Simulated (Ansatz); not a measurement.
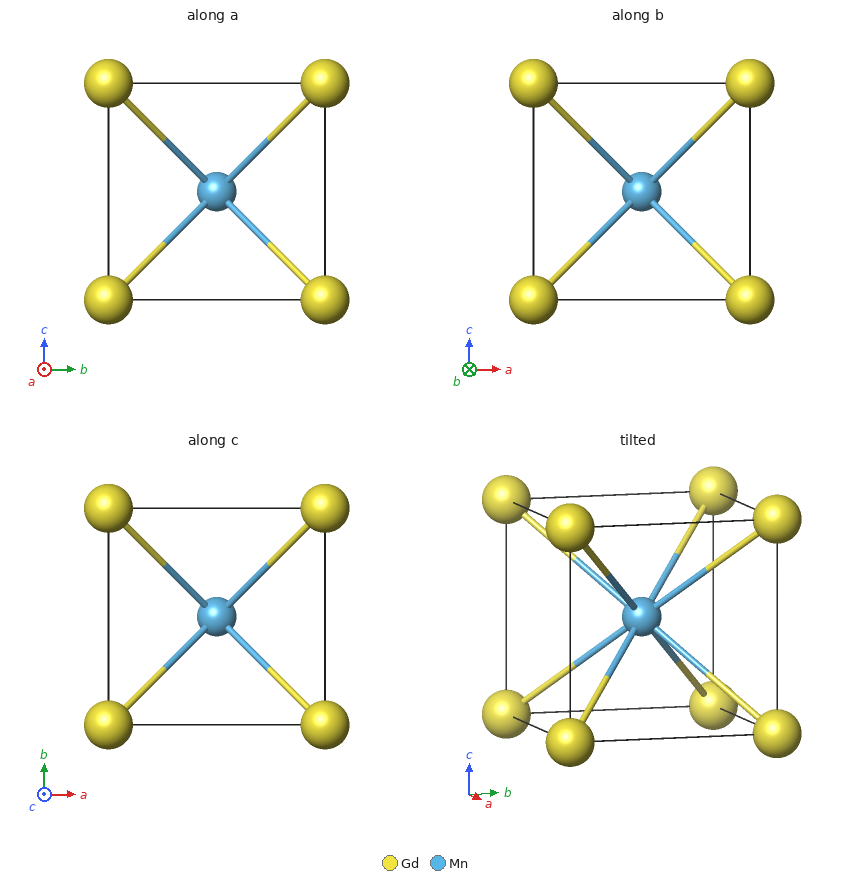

Drawn in the ball-and-stick manner and seen along the a axis, along the b axis, along the c axis and slightly off an axis. The lines enclose the conventional unit cell; boundary atoms appear with their images.

Lattice parameters: a = 3.562 Å, b = 3.562 Å, c = 3.562 Å, α = 90.00°, β = 90.00°, γ = 90.00°.

> Put the structure into a table of Wyckoff sites.

Space group Pm-3m (No. 221).
```csv
atom,site,x,y,z
Gd,1a,0.0000,0.0000,0.0000
Mn,1b,0.5000,0.5000,0.5000
```

The structure was taken from a structure type filled with these elements by a generator (whether the compound takes this form wasn't checked). Earlier steps of the study, as a rule a relaxation of our own, may have changed the cell and positions, so they can lie some per cent off the listed ones. It was the input of a calculation with Ansatz.

At this level of theory the run's own cell isn't at rest (stretched, at -6 GPa), so its distances can differ from those at equilibrium, the more so the softer the solid.
